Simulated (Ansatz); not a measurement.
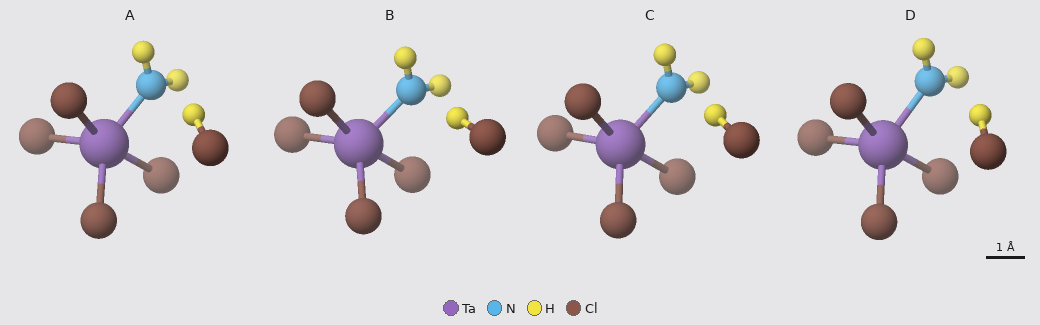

4 geometries from one relaxation of TaNH₃Cl₅, in shuffled order. Style: ball-and-stick. Shown from a free direction.

The run prepares an end point of a later path (reaction) calculation, from a guessed geometry.

These are results of RKS PBE/def2-SVP in Ansatz, not measurements. (no spin polarisation; force threshold 0.03 eV/Å; at most 50 steps)

Put them in the order of the run, from the start to the converged end.

D, A, C, B. They are steps 0, 1, 3, 8, at +4.48 kcal/mol, +1.98 kcal/mol, +0.92 kcal/mol relative to the last. Over 8 geometry steps the energy falls by 4.48 kcal/mol. The largest force component goes from 1.6 to 0.0033 eV/Å. The largest move after the best rigid fit is that of a Cl atom, 0.64 Å. By element the largest moves are Cl 0.64 Å, H 0.32 Å, N 0.31 Å, Ta 0.16 Å. Among the contacts that change: N–Ta 2.107 → 2.005 Å, H–Ta 3.070 → 3.133 Å, Cl–H 1.344 → 1.318 Å, Cl–Ta 2.287 → 2.309 Å. Bond angles that change, for instance: N–Ta–Cl 139.6° → 120.2°, N–Ta–Cl 111.2° → 121.3°, Cl–Ta–Cl 109.2° → 118.5°. Cost: 22 s on 4 threads of Arm Neoverse V2, with other jobs on the host, peak memory 0.26 GiB.

Limits of the set-up: the start holds two separate molecules, 2.3 Å apart at their closest, whose relative position is a soft coordinate and is computed without a dispersion correction.
